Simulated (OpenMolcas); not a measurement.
# C: CASSCF and CASPT2 terms and fine-structure levels, part 2 of 2

Wanted: the level scheme of C from active-space wave functions, then second-order correlation under several settings.

OpenMolcas 26.06; ANO-R2, X2C, active space 2 electrons in 3 orbitals (2p), orbitals: per spin and parity. Earlier steps stand in the parts before.

## (7) CASPT2: IPEA 0.25, imaginary shift 0.1 (closed shells correlated: 1s 2s), extended multistate

File a.inp:

```
>>> COPY JOB001 $Project.JobIph
&CASPT2
XMultistate=3 1 2 3
Frozen=0 0
IPEA=0.25
Imaginary=0.1
MaxIter=60
WThr=0.0 0.3 0.05
PrWF=0.5
NoMix
>>> COPY JOB002 $Project.JobIph
&CASPT2
XMultistate=6 1 2 3 4 5 6
Frozen=0 0
IPEA=0.25
Imaginary=0.1
MaxIter=60
WThr=0.0 0.3 0.05
PrWF=0.5
NoMix
```

Standard output:

```text
Orbital specifications:
      -----------------------

      Symmetry species                           1   2
                                                ag  au
      Frozen orbitals                            0   0
      Inactive orbitals                          2   0
      Active orbitals                            0   3
      Secondary orbitals                        12  16
      Deleted orbitals                           0   0
      Number of basis functions                 14  19
Type of calculation                        XMS-CASPT2
      Fock operator                              state-average
      IPEA shift                                 0.25
      Real shift                                 0.00
      Imaginary shift                            0.10
      The input orbitals will be transformed to quasi-canonical
      The input states will be rotated to diagonalize the Fock operator
Reference energy:         -37.7029189219
      E2 (Non-variational):      -0.0899722114
      Shift correction:          -0.0002054511
      E2 (Variational):          -0.0901776625
      Total energy:             -37.7930965844
      Residual norm:              0.0000001528
      Reference weight:           0.96541
      Contributions to the CASPT2 correlation energy
      Active & Virtual Only:         -0.0089979447
      One Inactive Excited:          -0.0518351130
      Two Inactive Excited:          -0.0291391537
Reference energy:         -37.7029189219
      E2 (Non-variational):      -0.0899734774
      Shift correction:          -0.0002054575
      E2 (Variational):          -0.0901789349
      Total energy:             -37.7930978568
      Residual norm:              0.0000001528
      Reference weight:           0.96541
      Contributions to the CASPT2 correlation energy
      Active & Virtual Only:         -0.0089979443
      One Inactive Excited:          -0.0518366922
      Two Inactive Excited:          -0.0291388408
::    XMS-CASPT2 Root  1     Total energy:    -37.79332101
::    XMS-CASPT2 Root  2     Total energy:    -37.79309782
::    XMS-CASPT2 Root  3     Total energy:    -37.79309656
Orbital specifications:
      -----------------------

      Symmetry species                           1   2
                                                ag  au
      Frozen orbitals                            0   0
      Inactive orbitals                          2   0
      Active orbitals                            0   3
      Secondary orbitals                        12  16
      Deleted orbitals                           0   0
      Number of basis functions                 14  19
Type of calculation                        XMS-CASPT2
      Fock operator                              state-average
      IPEA shift                                 0.25
      Real shift                                 0.00
      Imaginary shift                            0.10
      The input orbitals will be transformed to quasi-canonical
      The input states will be rotated to diagonalize the Fock operator
Reference energy:         -37.6455778344
      E2 (Non-variational):      -0.1002953133
      Shift correction:          -0.0002691825
      E2 (Variational):          -0.1005644959
      Total energy:             -37.7461423302
      Residual norm:              0.0000000587
      Reference weight:           0.95929
      Contributions to the CASPT2 correlation energy
      Active & Virtual Only:         -0.0176661984
      One Inactive Excited:          -0.0535589945
      Two Inactive Excited:          -0.0290701204
Reference energy:         -37.6455778344
      E2 (Non-variational):      -0.1003637051
      Shift correction:          -0.0002682015
      E2 (Variational):          -0.1006319066
      Total energy:             -37.7462097410
      Residual norm:              0.0000000714
      Reference weight:           0.95932
      Contributions to the CASPT2 correlation energy
      Active & Virtual Only:         -0.0177216378
      One Inactive Excited:          -0.0534810674
      Two Inactive Excited:          -0.0291609999
::    XMS-CASPT2 Root  1     Total energy:    -37.74724769
::    XMS-CASPT2 Root  2     Total energy:    -37.74682466
::    XMS-CASPT2 Root  3     Total energy:    -37.74658659
::    XMS-CASPT2 Root  4     Total energy:    -37.74601883
::    XMS-CASPT2 Root  5     Total energy:    -37.74532357
::    XMS-CASPT2 Root  6     Total energy:    -37.68554573
```

This run took 1.1 s in all on 1 thread, shared host.

XMS-CASPT2: lowest energy less the reference's lowest, -0.0903 hartree; reference weights 0.947 to 0.965.

Levels with spin-orbit coupling, from the RASSI matrix with the averaged CASPT2 term energies on its diagonal:

| Configuration | Term | J | E (cm-1) | Leading % |
| --- | --- | --- | --- | --- |
| 2s2 2p2 | 3P | 0 | 0.0 | 100 |
| 2s2 2p2 | 3P | 1 | 15.5 | 100 |
| 2s2 2p2 | 3P | 2 | 46.2 | 100 |
| 2s2 2p2 | 1D | 2 | 10300 | 100 |
| 2s2 2p2 | 1S | 0 | 23630 | 100 |

## (8) Levels by method

A. CASSCF
B. SS-CASPT2, IPEA 0.25, imaginary shift 0.1 (closed shells correlated: 1s 2s)
C. XMS-CASPT2, IPEA 0.25, imaginary shift 0.1 (closed shells correlated: 1s 2s)

Energies in cm-1 above each method's lowest level; measured values from NIST Handbook of Basic Atomic Spectroscopic Data.

| level | A | B | C | measured |
| --- | --- | --- | --- | --- |
| 2s2 2p2 3P0 | 0.0 | 0.0 | 0.0 | 0.0 |
| 2s2 2p2 3P1 | 15.4 | 15.5 | 15.5 | 16.4 |
| 2s2 2p2 3P2 | 46.2 | 46.2 | 46.2 | 43.4 |
| 2s2 2p2 1D2 | 12616 | 10270 | 10300 | 10193 |
| 2s2 2p2 1S0 | 30925 | 23100 | 23630 | 21648 |

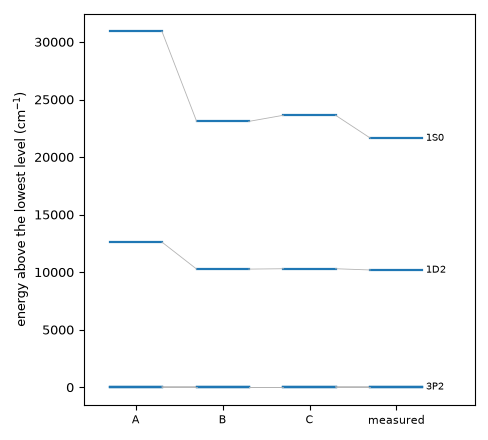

The same levels, method by method, beside the measured ones.

Mean absolute deviation from the 4 measured excited levels that all methods hold: A 2900 cm⁻¹, B 380 cm⁻¹, C 520 cm⁻¹.

## (9) What came out

What follows sums up all 2 parts.

| quantity | value |
| --- | --- |
| method | SS-CASPT2, IPEA 0.25, imaginary shift 0.1 (closed shells correlated: 1s 2s) |
| lowest level | 2s2 2p2 3P0, 100 % of that term |
| ground level listed by NIST | 3P0 |
| first excited level | 2s2 2p2 3P1 at 15.5 cm-1 |
| lowest level of another term | 2s2 2p2 1D2 at 10270 cm-1 |
| spin-orbit lowering of the lowest level | 30.8 cm-1 |
| strongest of the lines computed, by gA (one parity, so forbidden lines), at SS-CASPT2 energies | 2s2 2p2 1S0 → 2s2 2p2 1D2, 779.5 nm, A = 1.06e+00 s⁻¹ |

Cost and accuracy by method:

| method | time of its own steps | time with the reference | mean absolute difference from the measured levels (cm-1) |
| --- | --- | --- | --- |
| A. CASSCF | 3.2 s | 3.2 s | 2900 |
| B. SS-CASPT2, IPEA 0.25, imaginary shift 0.1, +1s 2s | 1.1 s | 4.3 s | 380 |
| C. XMS-CASPT2, IPEA 0.25, imaginary shift 0.1, +1s 2s | 1.1 s | 4.3 s | 520 |

Times are of one thread on a shared host.

The multiplet 3P is regular; its intervals divided by the larger J differ by 1 % of their mean, where Landé's rule for pure LS coupling makes them equal. Second-order correlation (method B) scales the levels of the lowest configuration above 5000 cm⁻¹ by 0.75 to 0.81. Method B lies closest to the measured levels (380 cm⁻¹ on average) and A farthest (2900). Only the configurations of the active space and the roots asked for are present. CASPT2 does not keep the components of a term degenerate, and the means are used. With the s shell closed, the highest p terms come out too high. Only valence configurations of the active space appear, up to the ionisation limit; * or ° marks odd parity.
